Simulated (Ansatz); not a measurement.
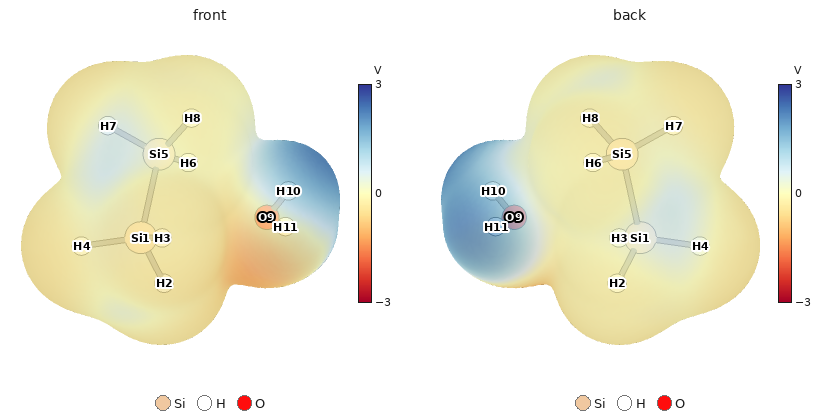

Figure 1: H6Si2···H2O. The molecular electrostatic potential painted on the density surface at 0.001 e/bohr³, seen from the front and from behind; red is negative and blue positive.

Theory: RHF/def2-SVP in Ansatz.

```yaml
atoms:
  - { symbol: Si, position_ang: [-0.1702, 0.3845, -0.2177] }
  - { symbol: H, position_ang: [-0.3501, 0.6393, 1.2309] }
  - { symbol: H, position_ang: [1.2738, 0.3248, -0.5438] }
  - { symbol: H, position_ang: [-0.7544, 1.5376, -0.9543] }
  - { symbol: Si, position_ang: [-1.2716, -1.6117, -0.8696] }
  - { symbol: H, position_ang: [-1.9982, -2.2217, 0.2721] }
  - { symbol: H, position_ang: [-2.2712, -1.3287, -1.9337] }
  - { symbol: H, position_ang: [-0.3124, -2.6047, -1.4142] }
  - { symbol: O, position_ang: [0.9405, -2.1357, 1.3705] }
  - { symbol: H, position_ang: [1.4347, -2.8697, 1.0366] }
  - { symbol: H, position_ang: [0.5121, -2.4488, 2.1536] }
```

**Which sites attract a positive test charge, and which a negative one?**

A positive charge is drawn to the negative regions and a negative charge to the positive ones. The most negative region (about −1.2 V) lies over O9, the most positive (about +2.2 V) over H10 and H11. O9 is the likeliest acceptor of a hydrogen bond.
